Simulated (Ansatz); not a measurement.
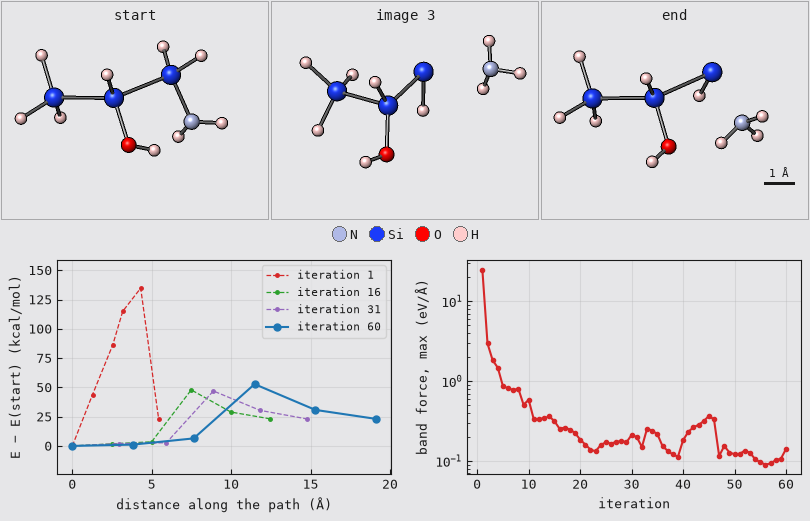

NEB run on Si3NH9O. Images are numbered from 0 (start) to 5 (end). The plot follows the band through its iterations. Style: ball-and-stick. Shown from a free direction.

Method: RKS B3LYP/def2-SVP in Ansatz. Settings: 4 movable images; no climbing image; force threshold 0.03 eV/Å; iteration limit 60; starting path through a guess of the saddle point.

How did the profile develop, and is the result final?

The result isn't final. The band hadn't converged when the run stopped after 60 iterations. The largest component of the band force went from 25 to 0.14 eV/Å. The barrier read from it is provisional: over the last two iterations the highest image moved from 52.2 kcal/mol to 52.8 kcal/mol. The first iteration put the highest image at 134.7 kcal/mol. The energy climbs by 52.8 kcal/mol to image 3 and then falls by 29.7 kcal/mol, so the end point sits at +23.1 kcal/mol.

Cost: 8.3 min on 2 threads of Intel(R) Xeon(R) 6975P-C (Granite Rapids), on a shared host, peak memory 0.34 GiB.
